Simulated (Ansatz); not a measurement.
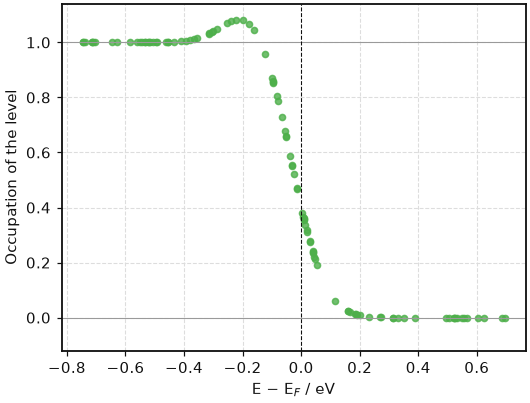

Occupations of the one-electron levels of the k mesh against their energy, from a run on TiO2 (slab), 18 atoms in the cell, with Ansatz.

Name the smearing function and its width.

Answer. cold (Marzari-Vanderbilt) smearing with a width of 0.15 eV. The occupations overshoot 1 below the Fermi level (up to 1.08) but never turn negative, and they are not symmetric about it.
